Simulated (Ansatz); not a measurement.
CH$_{7}$BSi

Input file:

```
crystal:
  periodic: [false, false, false]
  atoms:
    - {symbol: B, position_ang: [-1.266257, 0.487832, -1.255517]}
    - {symbol: Si, position_ang: [0.254474, 0.617956, 0.051936]}
    - {symbol: C, position_ang: [0.736333, -0.977475, 0.912717]}
    - {symbol: H, position_ang: [-1.817209, -0.537632, -1.534784]}
    - {symbol: H, position_ang: [-1.653153, 1.478199, -1.805918]}
    - {symbol: H, position_ang: [-0.100313, 1.654177, 1.069775]}
    - {symbol: H, position_ang: [1.427521, 1.157040, -0.704697]}
    - {symbol: H, position_ang: [1.030887, -1.735898, 0.183670]}
    - {symbol: H, position_ang: [1.573246, -0.820637, 1.596596]}
    - {symbol: H, position_ang: [-0.102428, -1.374764, 1.489123]}
basis:
  gaussian: {orbitals: def2-TZVPP}
hamiltonian: {xc: pbe0, dispersion: d4}
output: {orbitals: {seedname: orbitals}}
```

Launched as:

```sh
ansatz run in.yaml --threads 2 --pin off --events-out ev --progress --plain --max-ram 4352MiB
```

Geometry: PBE0-D4/def2-TZVP.

Computed with RKS PBE0-D4/def2-TZVPP (Ansatz).

### What can the converged electron density and electron localisation function tell about the bonding?

C–Si (1.88 Å): ρ at the midpoint is about 0.95 e/Å³; the ELF peaks at about 0.95 between the atoms; a shared electron pair.
Si–B (2.01 Å): ρ is about 0.82 e/Å³ halfway; the ELF peaks at about 1 between the atoms (localised, covalent bonding).
C–H (1.09 Å): ρ is about 2 e/Å³ halfway; the ELF climbs to about 1 towards the hydrogen, as it does in any bond to H: an ordinary covalent bond to hydrogen.
B–H (1.20 Å): the density is about 1.3 e/Å³ at the midpoint; the ELF climbs to about 1 towards the hydrogen (a covalent bond by its length).

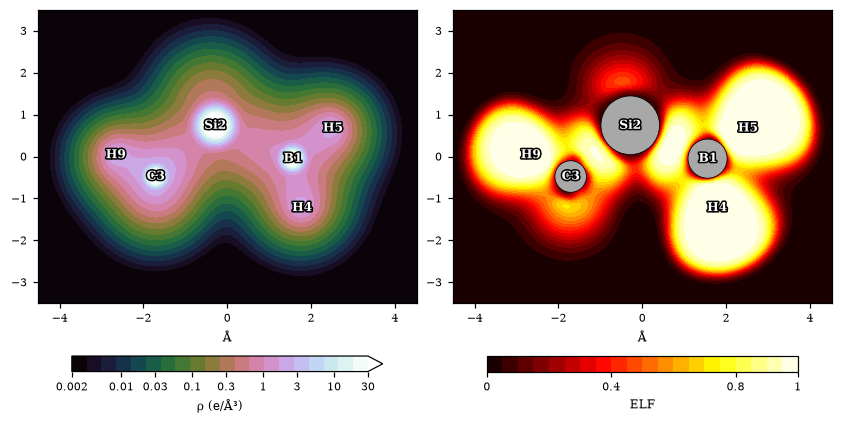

Computed electron density and electron localisation function on the plane of atoms Si2, C3 and H9, in this order. Grey discs cover the atomic cores in the ELF map. 
